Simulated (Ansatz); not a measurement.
# Run report: BSiH₆ClO, nudged elastic band (part 1 of 2)

BSiH₆ClO, computed with RKS LDA/6-31G* (Ansatz 0.2.0).

It belongs to a series of runs on one base structure; here: band between the two ends. Figures and captions count atoms from 1; the log counts them from 0 in places.

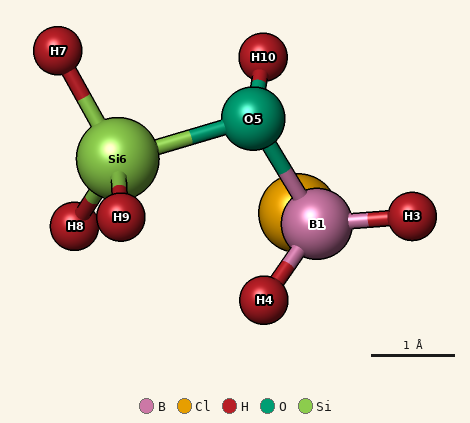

Fig. 1: The structure as given in the input (ball-and-stick view, seen at a tilt; atoms are numbered from 1 in the order of the input). Bond lengths as drawn: B–Cl 1.84 Å, B–H 1.21 to 1.22 Å, B–O 1.59 Å, H–O 0.99 Å, H–Si 1.49 to 1.50 Å and O–Si 1.74 Å.

The input
```yaml
crystal:
  periodic: [false, false, false]
  atoms:
    - { symbol: B, position_ang: [-0.082574, -0.227347, 0.199596] }
    - { symbol: Cl, position_ang: [-0.662165, 0.033559, 1.927256] }
    - { symbol: H, position_ang: [0.801102, 0.529545, -0.121397] }
    - { symbol: H, position_ang: [-1.011231, -0.347335, -0.589036] }
    - { symbol: O, position_ang: [0.525563, -1.697058, 0.228724] }
    - { symbol: Si, position_ang: [-0.759054, -2.79223, -0.18361] }
    - { symbol: H, position_ang: [-0.230189, -4.120427, 0.271275] }
    - { symbol: H, position_ang: [-2.007964, -2.428599, 0.54305] }
    - { symbol: H, position_ang: [-0.864819, -2.735715, -1.666849] }
    - { symbol: H, position_ang: [0.951733, -1.837891, 1.109391] }
basis:
  gaussian: { orbitals: "6-31G*" }
hamiltonian:
  xc: lda
neb:
  order_check: false
  images: 9
  f_tol: 0.05
  max_iterations: 60
  final_atoms:
    - { symbol: B, position_ang: [0.12411633, -0.26170878, -0.65644235] }
    - { symbol: Cl, position_ang: [0.27799318, -1.09099263, 3.16651987] }
    - { symbol: H, position_ang: [0.6282333, 0.72533632, -0.17820896] }
    - { symbol: H, position_ang: [-0.11094982, -0.40245278, -1.83767743] }
    - { symbol: O, position_ang: [-0.19171101, -1.26599859, 0.19916902] }
    - { symbol: Si, position_ang: [-0.9065075, -2.77002134, -0.14123258] }
    - { symbol: H, position_ang: [0.06897701, -3.82345633, 0.27065909] }
    - { symbol: H, position_ang: [-2.1596995, -2.85197792, 0.66695247] }
    - { symbol: H, position_ang: [-1.18769791, -2.81930288, -1.61148941] }
    - { symbol: H, position_ang: [0.11764791, -1.06292307, 1.84015028] }
  initial_path:
    images:
      - { positions_ang: [[-0.082574, -0.227347, 0.199596], [-0.662165, 0.033559, 1.927256], [0.801102, 0.529545, -0.121397], [-1.011231, -0.347335, -0.589036], [0.525563, -1.697058, 0.228724], [-0.759054, -2.79223, -0.18361], [-0.230189, -4.120427, 0.271275], [-2.007964, -2.428599, 0.54305], [-0.864819, -2.735715, -1.666849], [0.951733, -1.837891, 1.109391]] }
      - { positions_ang: [[-0.05494032, -0.18483772, 0.1564497], [-0.54102285, 0.03405337, 1.97989216], [0.86377354, 0.41191143, -0.20857392], [-0.9975722, -0.27753783, -0.60385754], [0.430526, -1.68255983, 0.29512328], [-0.75126898, -2.81674011, -0.18493477], [-0.15407038, -4.1136422, 0.18489983], [-1.99917064, -2.58600032, 0.53694204], [-0.89532126, -2.70160772, -1.64873781], [0.7594691, -1.70653707, 1.21119702]] }
      - { positions_ang: [[-0.02730664, -0.14232844, 0.1133034], [-0.4198807, 0.03454773, 2.03252832], [0.92644509, 0.29427787, -0.29575085], [-0.98391341, -0.20774066, -0.61867908], [0.33548899, -1.66806167, 0.36152256], [-0.74348396, -2.84125022, -0.18625954], [-0.07795176, -4.10685739, 0.09852466], [-1.99037728, -2.74340165, 0.53083409], [-0.92582352, -2.66750043, -1.63062661], [0.56720519, -1.57518315, 1.31300305]] }
      - { positions_ang: [[0.00032704, -0.09981916, 0.0701571], [-0.29873855, 0.0350421, 2.08516447], [0.98911663, 0.1766443, -0.38292777], [-0.97025461, -0.13794348, -0.63350062], [0.24045199, -1.6535635, 0.42792184], [-0.73569894, -2.86576032, -0.18758431], [-0.00183314, -4.10007259, 0.0121495], [-1.98158393, -2.90080297, 0.52472613], [-0.95632578, -2.63339315, -1.61251542], [0.37494129, -1.44382922, 1.41480907]] }
      - { positions_ang: [[0.02796072, -0.05730988, 0.0270108], [-0.1775964, 0.03553647, 2.13780063], [1.05178817, 0.05901073, -0.47010469], [-0.95659581, -0.06814631, -0.64832215], [0.14541499, -1.63906533, 0.49432113], [-0.72791392, -2.89027043, -0.18890908], [0.07428548, -4.09328779, -0.07422567], [-1.97279057, -3.05820429, 0.51861818], [-0.98682804, -2.59928587, -1.59440423], [0.18267738, -1.3124753, 1.51661509]] }
      - { positions_ang: [[0.0555944, -0.0148006, -0.0161355], [-0.05645425, 0.03603084, 2.19043679], [1.11445971, -0.05862284, -0.55728161], [-0.94293702, 0.00165086, -0.66314369], [0.05037798, -1.62456716, 0.56072041], [-0.7201289, -2.91478054, -0.19023385], [0.1504041, -4.08650298, -0.16060084], [-1.96399721, -3.21560562, 0.51251022], [-1.0173303, -2.56517859, -1.57629304], [-0.00958652, -1.18112137, 1.61842111]] }
      - { positions_ang: [[0.06929879, -0.06418224, -0.14419687], [0.01043524, -0.18937386, 2.38565341], [1.01721443, 0.098169, -0.48146708], [-0.77653958, -0.07916987, -0.89805044], [0.00196019, -1.55285345, 0.48841013], [-0.75740462, -2.8858287, -0.1804336], [0.13411868, -4.03389365, -0.07434885], [-2.00313767, -3.14288008, 0.54339867], [-1.05140383, -2.61600345, -1.58333231], [0.01586037, -1.15748171, 1.66276695]] }
      - { positions_ang: [[0.08300318, -0.11356387, -0.27225824], [0.07732472, -0.41477855, 2.58087002], [0.91996915, 0.25496083, -0.40565255], [-0.61014214, -0.1599906, -1.13295719], [-0.04645761, -1.48113974, 0.41609985], [-0.79468034, -2.85687686, -0.17063334], [0.11783326, -3.98128432, 0.01190313], [-2.04227812, -3.07015454, 0.57428712], [-1.08547735, -2.6668283, -1.59037158], [0.04130725, -1.13384205, 1.70711278]] }
      - { positions_ang: [[0.09670756, -0.16294551, -0.40031961], [0.14421421, -0.64018325, 2.77608664], [0.82272387, 0.41175266, -0.32983802], [-0.4437447, -0.24081132, -1.36786393], [-0.09487541, -1.40942602, 0.34378957], [-0.83195606, -2.82792502, -0.16083309], [0.10154784, -3.92867499, 0.09815512], [-2.08141858, -2.997429, 0.60517557], [-1.11955087, -2.71765316, -1.59741086], [0.06675414, -1.11020239, 1.75145862]] }
      - { positions_ang: [[0.11041195, -0.21232714, -0.52838098], [0.21110369, -0.86558794, 2.97130325], [0.72547858, 0.56854449, -0.25402349], [-0.27734726, -0.32163205, -1.60277068], [-0.14329321, -1.33771231, 0.2714793], [-0.86923178, -2.79897318, -0.15103283], [0.08526242, -3.87606566, 0.1844071], [-2.12055904, -2.92470346, 0.63606402], [-1.15362439, -2.76847802, -1.60445013], [0.09220103, -1.08656273, 1.79580445]] }
      - { positions_ang: [[0.12411633, -0.26170878, -0.65644235], [0.27799318, -1.09099263, 3.16651987], [0.6282333, 0.72533632, -0.17820896], [-0.11094982, -0.40245278, -1.83767743], [-0.19171101, -1.26599859, 0.19916902], [-0.9065075, -2.77002134, -0.14123258], [0.06897701, -3.82345633, 0.27065909], [-2.1596995, -2.85197792, 0.66695247], [-1.18769791, -2.81930288, -1.61148941], [0.11764791, -1.06292307, 1.84015028]] }
```

Hardware: 1 thread of Intel Xeon (Granite Rapids), 32 GiB of memory available, shared host.

Run as:
```bash
ansatz run input.yaml --threads 1 --pin off --max-ram 2048MiB --backend cpu --events-out ev --progress --plain --runs-dir out
```

Output
```
Engine: ansatz 0.2.0, x86_64-unknown-linux-gnu
Functional definition: SPW92
  exchange = slater_x
  correlation = pw_c
985 factors; their error is unknown
mean field evaluation 1: about -23122.0780 eV, gradient 4.3e1 eV
mean field evaluation 2: about -23113.1149 eV, gradient 8.3e1 eV
mean field evaluation 4: about -23125.8966 eV, gradient 3.2e0 eV
mean field evaluation 8: about -23125.9264 eV, gradient 5.7e-2 eV
mean field evaluation 16: about -23125.8613 eV, gradient 7.0e-5 eV
mean field -23125.86126327 eV, -849.8597261535 hartree, gradient 7.0e-5 eV, S^2 0.000000; 0 other end points of the search recorded, 0 dependent functions left out
the calculation of the forces begins
reference -23125.86129595 eV, -849.8597273544 hartree; 25, 25 occupied and 55, 55 virtual orbitals, 985 factors
985 factors; their error is unknown
mean field evaluation 32: about -23125.6114 eV, gradient 3.7e-5 eV
mean field -23125.61140406 eV, -849.8505439967 hartree, gradient 3.7e-5 eV, S^2 0.000000; 0 other end points of the search recorded, 0 dependent functions left out
[... from here on the field's lines of each further geometry are left out, up to the last ...]
NEB iter   1: max|band force component| = 1.262e1 eV/Å  barrier→ = 4.5769 eV  barrier← = 4.3270 eV  Δτ_max = 0.2000 Å  (270 SCF iters)
NEB iter   2: max|band force component| = 4.336e0 eV/Å  barrier→ = 1.5727 eV  barrier← = 1.3228 eV  Δτ_max = 0.1954 Å  (271 SCF iters)
NEB iter   3: max|band force component| = 1.931e0 eV/Å  barrier→ = 1.0464 eV  barrier← = 0.7965 eV  Δτ_max = 0.1960 Å  (269 SCF iters)
NEB iter   4: max|band force component| = 2.218e0 eV/Å  barrier→ = 0.9866 eV  barrier← = 0.7367 eV  Δτ_max = 0.0991 Å  (261 SCF iters)
NEB iter   5: max|band force component| = 8.294e-1 eV/Å  barrier→ = 0.8937 eV  barrier← = 0.6439 eV  Δτ_max = 0.1201 Å  (246 SCF iters)
NEB iter   6: max|band force component| = 6.399e-1 eV/Å  barrier→ = 0.8211 eV  barrier← = 0.5712 eV  Δτ_max = 0.2000 Å  (248 SCF iters)
NEB iter   7: max|band force component| = 6.278e-1 eV/Å  barrier→ = 0.6984 eV  barrier← = 0.4485 eV  Δτ_max = 0.2000 Å  (249 SCF iters)
NEB iter   8: max|band force component| = 6.543e-1 eV/Å  barrier→ = 0.8312 eV  barrier← = 0.5813 eV  Δτ_max = 0.1007 Å  (252 SCF iters)
NEB iter   9: max|band force component| = 5.126e-1 eV/Å  barrier→ = 0.8595 eV  barrier← = 0.6096 eV  Δτ_max = 0.1010 Å  (241 SCF iters)
NEB iter  10: max|band force component| = 8.196e-1 eV/Å  barrier→ = 0.7932 eV  barrier← = 0.5434 eV  Δτ_max = 0.0502 Å  (250 SCF iters)
NEB iter  11: max|band force component| = 5.360e-1 eV/Å  barrier→ = 0.7125 eV  barrier← = 0.4626 eV  Δτ_max = 0.0500 Å  (245 SCF iters)
NEB iter  12: max|band force component| = 5.640e-1 eV/Å  barrier→ = 0.6616 eV  barrier← = 0.4118 eV  CI = image 3  Δτ_max = 0.1013 Å  (242 SCF iters)
NEB iter  13: max|band force component| = 6.816e-1 eV/Å  barrier→ = 0.7624 eV  barrier← = 0.5125 eV  CI = image 3  Δτ_max = 0.0499 Å  (245 SCF iters)
NEB iter  14: max|band force component| = 4.356e-1 eV/Å  barrier→ = 0.7545 eV  barrier← = 0.5046 eV  CI = image 3  Δτ_max = 0.0817 Å  (248 SCF iters)
NEB iter  15: max|band force component| = 3.248e-1 eV/Å  barrier→ = 0.7494 eV  barrier← = 0.4995 eV  CI = image 3  Δτ_max = 0.0786 Å  (242 SCF iters)
NEB iter  16: max|band force component| = 2.130e-1 eV/Å  barrier→ = 0.7342 eV  barrier← = 0.4843 eV  CI = image 3  Δτ_max = 0.1002 Å  (242 SCF iters)
NEB iter  17: max|band force component| = 1.205e-1 eV/Å  barrier→ = 0.7205 eV  barrier← = 0.4707 eV  CI = image 3  Δτ_max = 0.1000 Å  (240 SCF iters)
NEB iter  18: max|band force component| = 2.318e-1 eV/Å  barrier→ = 0.7185 eV  barrier← = 0.4686 eV  CI = image 3  Δτ_max = 0.0502 Å  (241 SCF iters)
NEB iter  19: max|band force component| = 4.182e-1 eV/Å  barrier→ = 0.7172 eV  barrier← = 0.4674 eV  CI = image 3  Δτ_max = 0.0250 Å  (244 SCF iters)
NEB iter  20: max|band force component| = 6.434e-2 eV/Å  barrier→ = 0.7159 eV  barrier← = 0.4660 eV  CI = image 3  Δτ_max = 0.0500 Å  (241 SCF iters)
the calculation of the forces begins
reference -23125.60402507 eV, -849.8502728237 hartree; 25, 25 occupied and 55, 55 virtual orbitals, 985 factors
985 factors; their error is unknown
mean field evaluation 1600: about -23125.2073 eV, gradient 9.8e-1 eV
mean field -23125.14595216 eV, -849.8334389549 hartree, gradient 1.8e-5 eV, S^2 0.000000; 1 other end points of the search recorded, 0 dependent functions left out
the calculation of the forces begins
reference -23125.14598444 eV, -849.8334401413 hartree; 25, 25 occupied and 55, 55 virtual orbitals, 985 factors
NEB iter  21: max|band force component| = 4.537e-2 eV/Å  barrier→ = 0.7153 eV  barrier← = 0.4655 eV  CI = image 3  Δτ_max = 0.0000 Å  (469 SCF iters)
```
